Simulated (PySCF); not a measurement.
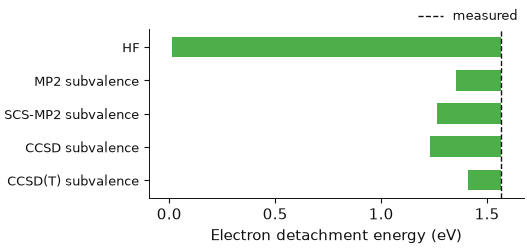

The electron detachment energy of Ir⁻ ([Xe] 4f¹⁴ 5d⁸ 6s² → [Xe] 4f¹⁴ 5d⁷ 6s²) across levels of theory. PySCF, aug-cc-pwCVDZ-PP with a 60-electron core potential, unrestricted single determinants, no spin-orbit coupling. Methods marked “subvalence” freeze no core electrons.

Q: How do the methods compare?

A: The values run from 0.01 eV (HF) to 1.41 eV (CCSD(T) subvalence). The measured value is 1.56 eV; nearest to it come CCSD(T) subvalence (−0.15) and MP2 subvalence (−0.21), furthest HF (−1.55 eV).

```
            Method  Electron detachment energy (eV)
                HF                             0.01
    MP2 subvalence                             1.35
SCS-MP2 subvalence                             1.26
   CCSD subvalence                             1.23
CCSD(T) subvalence                             1.41
```

Limits of the model: large single amplitudes; spin-orbit shift not estimated.
